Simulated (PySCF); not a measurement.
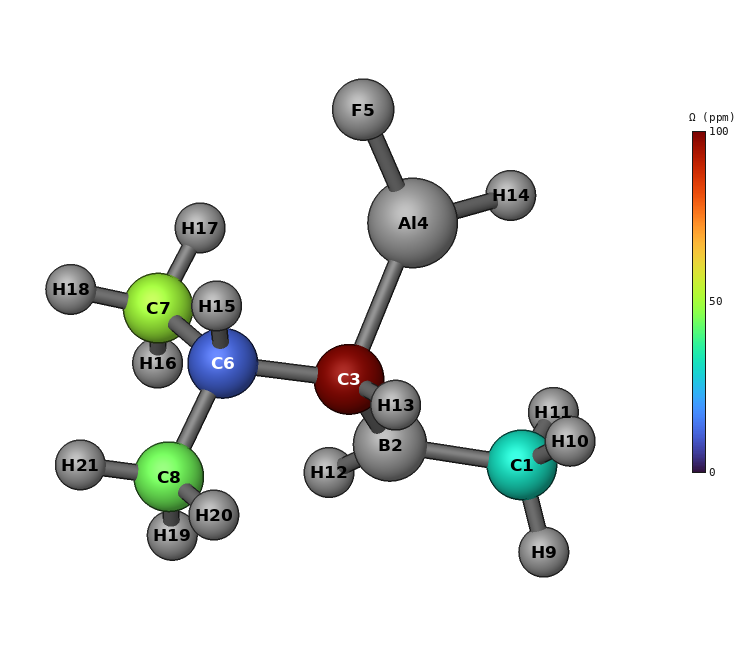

The C atoms are coloured by the span of their shielding tensor. Computed geometry: GFN2-xTB optimisation. No frequency run is at hand to confirm it as a minimum. Properties computed with GIAO PBE0/pcSseg-1 NMR shielding, non-relativistic, gas phase (PySCF 2.14.0). Principal shieldings σ11 ≤ σ22 ≤ σ33, span Ω = σ33 − σ11, skew κ = 3(σiso − σ22)/Ω.

Which C atom has the most anisotropic shielding?

Answer. C3, with a span of 98 ppm.

Give the shielding tensors of the C atoms.

| atom | σ11 | σ22 | σ33 | σiso | Ω | κ |
| --- | --- | --- | --- | --- | --- | --- |
| C1 | 148.9 | 174.2 | 180.9 | 168.0 | 32.0 | −0.58 |
| C3 | 54.3 | 116.3 | 152.3 | 107.6 | 98.1 | −0.26 |
| C6 | 148.7 | 155.0 | 160.8 | 154.8 | 12.1 | −0.03 |
| C7 | 129.1 | 156.5 | 179.3 | 155.0 | 50.3 | −0.09 |
| C8 | 140.1 | 148.6 | 184.7 | 157.8 | 44.6 | 0.62 |

Shieldings and span in ppm.

The geometry is semi-empirical. Around Al, B such bond lengths and angles can be off by a tenth of an ångström or more and by several degrees, and values that hang on the shape move with them.
